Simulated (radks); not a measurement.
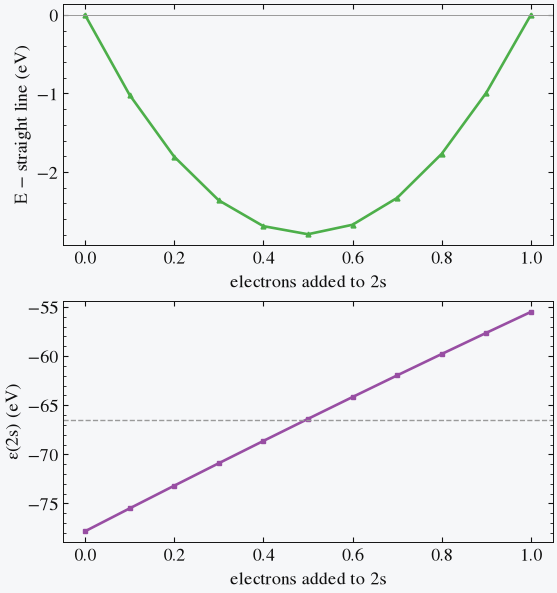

The calculation used the in-house radial solver radks at this level: scalar-relativistic Kohn-Sham, BLYP, spin-unpolarised, spherical densities, point nucleus. The occupation of the 2s shell is varied from Ne²⁺ ([He] 2s1 2p5) to Ne⁺ ([He] 2s2 2p5), with spherical fractional occupations. The plot shows the total energy less the straight line between the end points, and the eigenvalue of 2s (the dashed line is minus the energy to take the whole electron out).

Question: What does the shape say about the method?

Answer: The curve is convex (below the straight line), with the largest deviation among the points computed, −2.79 eV, at 0.5. The end points differ by 66.5 eV, the energy to take the electron out. The eigenvalue, which is the slope of the energy (Janak's theorem), moves from −77.8 eV at 0 to −55.5 eV at 1; for a straight line it would stay constant, and a parabola would sag by an eighth of this change, scaled to a whole electron, 2.79 eV. Convexity is the delocalisation error: fractional charges are too low in energy. The shell lies under occupied ones, so the straight line is a guide here rather than an exact condition.
